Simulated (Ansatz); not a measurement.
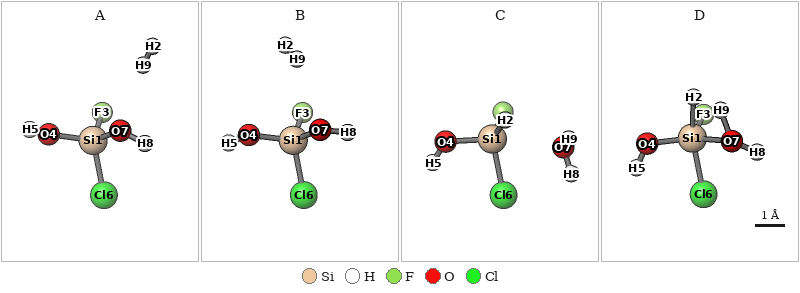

4 geometries from a converged minimum-energy path of SiH₄O₂ClF, made up at the start of SiH$_{2}$OClF and H₂O, shuffled. Style: ball-and-stick. Shown face on.

Theory: RKS B3LYP-D4/def2-SVP (Ansatz 0.2.0). Settings: 9 movable images; climbing image; force threshold 0.03 eV/Å; iteration limit 60; starting path through a guess of the saddle point.

Which frame is the top of the path?

D. In order along the path, whose images run from 0 to 10: C (image 3, +7.3 kcal/mol), D (image 5, +35.5 kcal/mol), B (image 7, −14.2 kcal/mol), A (image 10, −14.8 kcal/mol). Breaking: O7–H9 (0.97 → 1.15 at the top → 2.51 Å), Si1–H2 (1.46 → 1.68 at the top → 4.44 Å). Forming: H2–H9 (3.26 → 1.12 at the top → 0.76 Å), Si1–O7 (2.94 → 1.82 at the top → 1.63 Å).

Limits of the set-up: the start holds two separate molecules, 2.3 Å apart at their closest, whose relative position is a soft coordinate.

The run took 12 min on 2 threads of AMD EPYC 7R43 64-Core Processor (Zen 3) (shared host), peak memory 0.24 GiB.
